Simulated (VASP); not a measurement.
Here is the system:

```
AlO4P
1.0
   -2.52373     2.52373     3.70789
    2.52373    -2.52373     3.70789
    2.52373     2.52373    -3.70789
Al P O
1 1 4
Direct
  0.00000   0.00000   0.00000
  0.75000   0.25000   0.50000
  0.96288   0.59860   0.82602
  0.40140   0.22742   0.36428
  0.77258   0.13687   0.17398
  0.86313   0.03712   0.63572
```

Method: PBEsol GGA, VASP's PBE PAW potentials (set 64) (plane waves; VASP). Numerical set-up: 520 eV cut-off, 7×7×7 Γ-centred mesh, tetrahedra with Blöchl corrections, potentials Al P O.

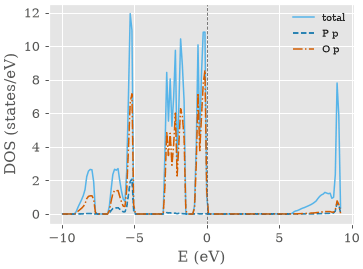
*Total and projected density of states, zero at the valence-band maximum*

Within 2 eV below the valence-band maximum the largest weight inside VASP's projection spheres is O p.

The gap is direct, 5.74 eV, from the valence maximum at Γ to the conduction minimum at Γ.

The structure comes from a computed database's AlPO4 entry (I-4); how it stands against other phases isn't given here. It was relaxed first.
